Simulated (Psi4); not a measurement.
# SnH2S2 (SMILES [SH][Sn][SH]), step by step

We compute a series of 10 runs (PBE-D4/def2-SVP, PBE0-D4/def2-TZVP, PBE-D4/def2-TZVPP, r2SCAN-D4/def2-TZVPP, B3LYP-D4/def2-TZVPP, PBE0-D4/def2-TZVPP, wB97M-V/def2-TZVPP, CCSD(T)/def2-TZVPP, and more) of SnH2S2. 

The results are computed with Psi4 1.11.

## Step 1: The system as given

SnH2S2: 5 atoms, total charge 0, spin state singlet. As SMILES, `[SH][Sn][SH]`. The shape comes from GFN2-xTB, rattled, which is rough for such elements, and wasn't checked as a minimum. This is one conformer, not always the lowest. The run starts from this shape.

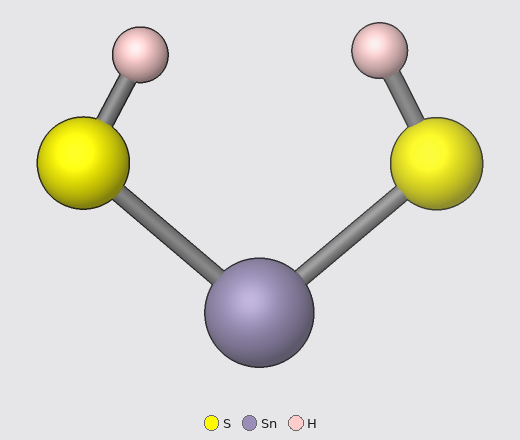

Viewed from a chosen angle; sulfur yellow, tin purple, hydrogen pink.

## Step 2: A structure relaxation at PBE-D4/def2-SVP (density fitting, core potential) (run 1)

Input file calc.dat:

```
memory 3.3 GB

molecule {
  0 1
  S     -1.679807    -0.083047    -0.853351
  Sn    -0.371641     1.642129     0.296245
  S      1.662818     0.378573     0.795543
  H     -0.886234    -1.163817    -0.745628
  H      1.368927    -0.802942     0.376135
  units angstrom
  symmetry c1
}

set globals {
  scf_type                df
  geom_maxiter            60
  max_force_g_convergence 0.0005
}

result, w = opt('pbe-d4/def2-SVP', return_wfn=True)
```

Run with:

```
psi4 -i calc.dat -o calc.out -n 2
```

calc.out:

```text
[...]
    !!!  WARNING: ECP capability is in beta. Please check occupations closely.  !!!
[...]
  Running in c1 symmetry.
[...]
  Nuclear repulsion =  214.026269586534426
[...]
  Multiplicity = 1
[...]
  Nalpha       = 28
  Nbeta        = 28
[...]
    Number of basis functions: 72
[...]
   @DF-RKS iter   1: -1011.22963111170270   -1.10699e+00   6.57464e-03 DIIS/ADIIS
[...]
    !!!  WARNING: ECP capability is in beta. Please check occupations closely.  !!!
[...]
   @DF-RKS iter   9: -1011.36513436082760   -2.38742e-12   3.47162e-09 DIIS
[...]
  @DF-RKS Final Energy: -1011.36513436082760
   => Energetics <=
    Nuclear Repulsion Energy =            210.6043608329367771
    One-Electron Energy =               -1897.7307134747966302
    Two-Electron Energy =                 745.5491127557196478
    DFT Exchange-Correlation Energy =     -69.7820351315429832
    Empirical Dispersion Energy =          -0.0058593431445174
    VV10 Nonlocal Energy =                  0.0000000000000000
    Total Energy =                      -1011.3651343608275965
[...]
  -Total Gradient:
     Atom            X                  Y                   Z
    ------   -----------------  -----------------  -----------------
       1       -0.000065380287    -0.000052795695    -0.000043119137
       2        0.000038437547    -0.000075974762    -0.000010695995
       3        0.000136304288     0.000219504812     0.000139914982
       4        0.000064893891    -0.000078751856     0.000012190904
       5       -0.000100826377    -0.000329506499    -0.000155506212
[...]
```

Standard output:

```text
Optimizer: Optimization complete!
```

Run time: 69 s. Hardware: 2 threads of Intel Xeon at 2.50GHz (Skylake/Cascade Lake), shared host; peak memory 0.5 GiB.

Step by step:

| step | energy from the first frame kept (eV) | largest force (eV/Å) |
| --- | --- | --- |
| 0 | 0.0000 | 2.3458 |
| 1 | -0.1093 | 0.1618 |
| 2 | -0.0266 | 0.6232 |
| 3 | -0.0859 | 0.4171 |
| 4 | -0.1107 | 0.3408 |
| 5 | -0.1139 | 0.1092 |
| 6 | -0.1155 | 0.2568 |
| 7 | -0.1183 | 0.0194 |

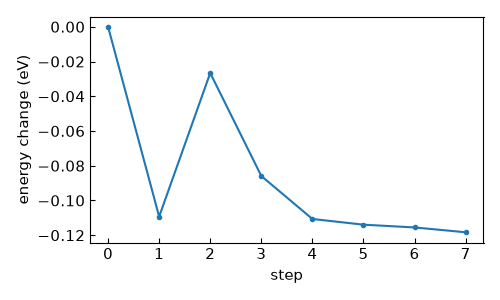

Energy along the run.

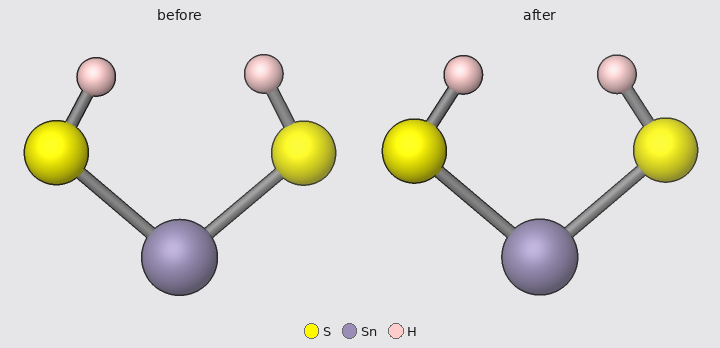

Before and after, at one scale.

After the run. Bond lengths: S1–Sn2 2.492 Å, Sn2–S3 2.492 Å, S1–H4 1.363 Å, S3–H5 1.363 Å. Angles: S1–Sn2–S3 99.9°, Sn2–S1–H4 97.0°, Sn2–S3–H5 97.0°.

## Step 3: A structure relaxation at PBE0-D4/def2-TZVP (density fitting, core potential) (run 2)

Input file h2s2sn.in:

```
memory 3300 MB

molecule {
  0 1
  S     -1.706091    -0.124512    -0.839519
  Sn    -0.370060     1.657089     0.279168
  S      1.682971     0.363549     0.846335
  H     -0.792780    -1.127112    -0.705395
  H      1.281869    -0.827346     0.317378
  symmetry c1
}

set {
  scf_type df
  geom_maxiter 50
  max_force_g_convergence 0.0002
}

opt('pbe0-d4/def2-TZVP')
print_variables()
```

Run with:

```
psi4 h2s2sn.in h2s2sn.out -n 2
```

h2s2sn.out:

```text
[...]
    !!!  WARNING: ECP capability is in beta. Please check occupations closely.  !!!
[...]
  Running in c1 symmetry.
[...]
  Nuclear repulsion =  210.604366592225205
[...]
  Multiplicity = 1
[...]
  Nalpha       = 28
  Nbeta        = 28
[...]
    Number of basis functions: 136
[...]
 WARNING: Atomic UHF is not converging! Try casting from a smaller basis or call Rob at CCMST.
   -------------------------
[...]
   @DF-RKS iter   1: -1011.46846185239895   -1.14097e+00   5.87194e-03 ADIIS/DIIS
[...]
    !!!  WARNING: ECP capability is in beta. Please check occupations closely.  !!!
[...]
   @DF-RKS iter   9: -1011.72045432125890   -1.93268e-12   1.72918e-09 DIIS
[...]
  @DF-RKS Final Energy: -1011.72045432125890
   => Energetics <=
    Nuclear Repulsion Energy =            214.9161187996502917
    One-Electron Energy =               -1906.8990026618134834
    Two-Electron Energy =                 733.2292815017267458
    DFT Exchange-Correlation Energy =     -52.9617813937851665
    Empirical Dispersion Energy =          -0.0050705670373188
    VV10 Nonlocal Energy =                  0.0000000000000000
    Total Energy =                      -1011.7204543212588987
[...]
  -Total Gradient:
     Atom            X                  Y                   Z
    ------   -----------------  -----------------  -----------------
       1       -0.000006471549     0.000012576298     0.000029853161
       2        0.000016793208    -0.000048902700    -0.000027819491
       3       -0.000016198265     0.000009506795     0.000017743477
       4        0.000048927064    -0.000157544809    -0.000043273369
       5        0.000037657186    -0.000161562964    -0.000038401227
[...]
```

Standard output:

```text
Optimizer: Optimization complete!
```

Run time: 79 s. Hardware: 2 threads of Intel Xeon at 2.50GHz (Skylake/Cascade Lake), shared host; peak memory 0.74 GiB.

Step by step:

| step | energy from the first frame kept (eV) | largest force (eV/Å) |
| --- | --- | --- |
| 0 | 0.0000 | 0.6894 |
| 1 | -0.0391 | 0.0583 |
| 2 | -0.0397 | 0.0262 |
| 3 | -0.0376 | 0.0484 |
| 4 | -0.0398 | 0.0088 |

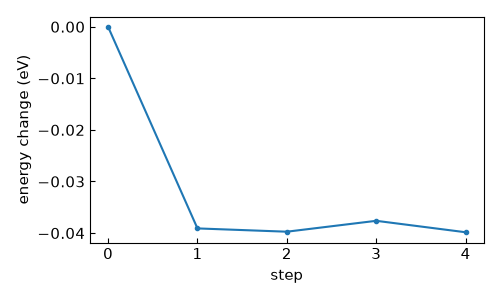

Energy along the run.

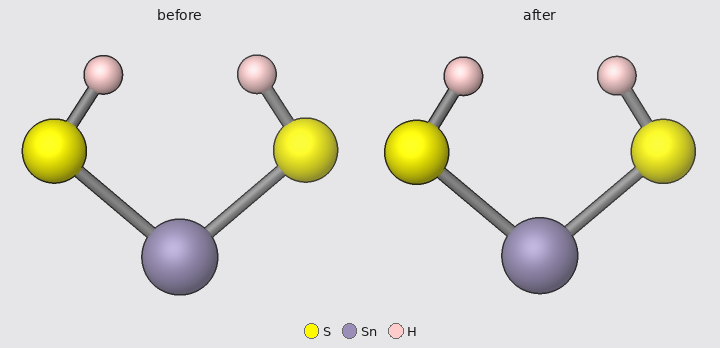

Before and after, at one scale.

After the run. Bond lengths: S1–Sn2 2.438 Å, Sn2–S3 2.439 Å, S1–H4 1.343 Å, S3–H5 1.343 Å. Angles: S1–Sn2–S3 100.3°, Sn2–S1–H4 98.1°, Sn2–S3–H5 98.1°.

Run 3 isn't shown in full; the table further down has it.

## Step 4: A single-point energy at PBE-D4/def2-TZVPP (density fitting, core potential) (run 4)

Input file input.dat:

```
memory 3.3 GB

molecule molecule1 {
  S     -3.17757070    -0.18068049    -1.54221872
  Sn    -0.69292667     3.10550977     0.52221826
  S      3.11068195     0.72643340     1.57453304
  H     -1.50505536    -2.07686948    -1.33082640
  H      2.40547396    -1.51425077     0.61560096
  units au
  symmetry c1
}

set scf_type df
set dft_radial_points 99
set dft_spherical_points 590

e_tot = energy("pbe-d4/def2-TZVPP")
```

Run with:

```
psi4 -n 2 input.dat output.dat
```

output.dat:

```text
[...]
    !!!  WARNING: ECP capability is in beta. Please check occupations closely.  !!!
[...]
  Running in c1 symmetry.
[...]
  Nuclear repulsion =  214.916101532477768
[...]
  Multiplicity = 1
[...]
  Nalpha       = 28
  Nbeta        = 28
[...]
    Number of basis functions: 162
[...]
 WARNING: Atomic UHF is not converging! Try casting from a smaller basis or call Rob at CCMST.
   -------------------------
[...]
   @DF-RKS iter   1: -1011.26869523656387   -8.17220e-01   5.93278e-03 ADIIS/DIIS
[...]
   @DF-RKS iter  10: -1011.65424806275405   -4.03292e-08   2.16514e-07 DIIS
[...]
  @DF-RKS Final Energy: -1011.65424806275405
   => Energetics <=
    Nuclear Repulsion Energy =            214.9161015324777679
    One-Electron Energy =               -1906.8695598647207134
    Two-Electron Energy =                 750.1316514962416022
    DFT Exchange-Correlation Energy =     -69.8265093721094985
    Empirical Dispersion Energy =          -0.0059318546431692
    VV10 Nonlocal Energy =                  0.0000000000000000
    Total Energy =                      -1011.6542480627540499
[...]
 Multipole Moments:
 ------------------------------------------------------------------------------------
     Multipole            Electronic (a.u.)      Nuclear  (a.u.)        Total (a.u.)
 ------------------------------------------------------------------------------------
 L = 1.  Multiply by 2.5417464519 to convert [e a0] to [Debye]
 Dipole X            :        -10.0401174            9.9896837           -0.0504337
 Dipole Y            :         43.1140706          -42.8955739            0.2184967
 Dipole Z            :          7.7074614           -7.6693620            0.0380994
 Magnitude           :                                                    0.2274553
[...]
```

It took 21 s on 2 threads of Intel Xeon at 2.50GHz (Skylake/Cascade Lake), shared host; peak memory 1.3 GiB.

Runs 5 to 9 aren't shown in full; the table further down has their settings and results.

## Step 5: The energy at MP2/def2-QZVPP (density fitting, core potential, density fitting for correlation) (run 10)

Input file calc.dat:

```
memory 3.3 GB

molecule molecule1 {
  0 1
  S     -1.681498    -0.095612    -0.816107
  Sn    -0.366681     1.643365     0.276346
  S      1.646102     0.384412     0.833207
  H     -0.796441    -1.099032    -0.704243
  H      1.272922    -0.801307     0.325762
  units angstrom
  symmetry c1
}

set basis def2-QZVPP
set scf_type df
set num_frozen_docc 14

energy('mp2')
```

Run with:

```
psi4 calc.dat calc.out -n 2
```

calc.out:

```text
[...]
    !!!  WARNING: ECP capability is in beta. Please check occupations closely.  !!!
[...]
  Running in c1 symmetry.
[...]
  Nuclear repulsion =  214.916101369540172
[...]
  Multiplicity = 1
[...]
  Nalpha       = 28
  Nbeta        = 28
[...]
    Number of basis functions: 282
[...]
   @DF-RHF iter   1: -1009.54608705799615   -1.53801e+00   2.16486e-03 ADIIS/DIIS
[...]
   @DF-RHF iter  12: -1009.70183907918636   -2.25100e-11   4.02832e-09 DIIS
[...]
  @DF-RHF Final Energy: -1009.70183907918636
   => Energetics <=
    Nuclear Repulsion Energy =            214.9161013695401721
    One-Electron Energy =               -1906.1476417355627291
    Two-Electron Energy =                 681.5297012868361435
    Total Energy =                      -1009.7018390791863567
[...]
 Multipole Moments:
 ------------------------------------------------------------------------------------
     Multipole            Electronic (a.u.)      Nuclear  (a.u.)        Total (a.u.)
 ------------------------------------------------------------------------------------
 L = 1.  Multiply by 2.5417464519 to convert [e a0] to [Debye]
 Dipole X            :        -10.0577538            9.9896837           -0.0680701
 Dipole Y            :         43.1899848          -42.8955740            0.2944108
 Dipole Z            :          7.7209026           -7.6693620            0.0515406
 Magnitude           :                                                    0.3065415
[...]
```

Wall time 17 s (2 threads of Intel Xeon at 2.50GHz (Skylake/Cascade Lake), shared host); peak memory 0.77 GiB.

## Step 6: All runs side by side

| run | level | geom maxiter | max force g convergence | energy (Eh) | dipole moment (D) | HOMO energy (eV) | LUMO energy (eV) | wall time |
| --- | --- | --- | --- | --- | --- | --- | --- | --- |
| 1 | PBE-D4/def2-SVP (density fitting, core potential) | 60 | 0.0005 | -1011.365134 | 0.34 | -6.02 | -3.10 | 69 s |
| 2 | PBE0-D4/def2-TZVP (density fitting, core potential) | 50 | 0.0002 | -1011.720454 | 0.65 | -7.29 | -2.52 | 79 s |
| 3 | PBE0-D4/def2-TZVP (density fitting, core potential) | – | – | -1011.720454 | 0.65 | – | – | 6.5 min |
| 4 | PBE-D4/def2-TZVPP (density fitting, core potential) | – | – | -1011.654248 | 0.58 | -6.25 | -3.14 | 21 s |
| 5 | r2SCAN-D4/def2-TZVPP (density fitting, core potential) | – | – | -1012.017711 | 0.54 | -6.54 | -3.10 | 61 s |
| 6 | B3LYP-D4/def2-TZVPP (density fitting, core potential) | – | – | -1012.111314 | 0.76 | -7.11 | -2.71 | 19 s |
| 7 | PBE0-D4/def2-TZVPP (density fitting, core potential) | – | – | -1011.721862 | 0.68 | -7.29 | -2.52 | 19 s |
| 8 | wB97M-V/def2-TZVPP (density fitting, core potential) | – | – | -1011.893266 | 0.83 | -9.34 | -0.83 | 65 s |
| 9 | CCSD(T)/def2-TZVPP (density fitting, core potential, density fitting for correlation) | – | – | -1010.395772 | – | -9.32 | 0.14 | 4.1 min |
| 10 | MP2/def2-QZVPP (density fitting, core potential, density fitting for correlation) | – | – | -1010.609204 | – | -9.34 | 0.09 | 17 s |

## Step 7: What came out

```
                                                            quantity           value
                                run 10, MP2/def2-QZVPP: total energy  -1010.60920 Eh
         run 10, MP2/def2-QZVPP: HOMO energy (Hartree–Fock orbitals)        -9.34 eV
         run 10, MP2/def2-QZVPP: LUMO energy (Hartree–Fock orbitals)         0.09 eV
       run 10, MP2/def2-QZVPP: HOMO–LUMO gap (Hartree–Fock orbitals)         9.43 eV
run 10, MP2/def2-QZVPP: correlation energy (14 core orbitals frozen)      -907.4 mEh
```

Over runs 3, 4, 5, 6, 7, 8 the dipole moment (its size) runs from 0.54 D (r2SCAN-D4/def2-TZVPP) to 0.83 D (wB97M-V/def2-TZVPP). Over runs 4, 5, 6, 7, 8 the HOMO–LUMO gap runs from 3.11 eV (PBE-D4/def2-TZVPP) to 8.51 eV (wB97M-V/def2-TZVPP). Totals of different functionals can't be ranked against each other. All runs together took 17 min, the longest 6.5 min.
